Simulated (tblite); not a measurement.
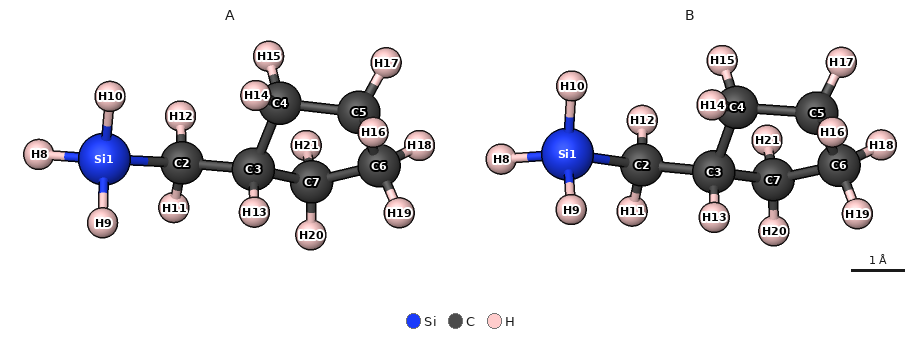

Two geometries of C6H14Si, drawn at one scale. One is the start of a relaxation, the other its converged end. The picture is a ball-and-stick view, seen from a free direction.

Level of theory: tblite 0.8.0, GFN2-xTB geometry optimisation, gas phase. 

Question: Which geometry has the lower energy?

Answer: Structure B is the relaxed one. After 86 geometry steps the energy has fallen by 0.060 eV. H9 moves most after the best rigid fit: 0.37 Å. Largest moves by element: H 0.37 Å, Si 0.12 Å, C 0.10 Å. Near-neighbour distances that change, for instance: Si1–H10 1.491 → 1.464 Å, Si1–C2 1.878 → 1.901 Å, C2–H12 1.110 → 1.093 Å, Si1–H8 1.481 → 1.465 Å. Bond angles that change, for instance: Si1–C2–C3 117.3° → 114.3°, Si1–C2–H11 106.9° → 109.2°, C2–Si1–H8 110.6° → 108.5°.
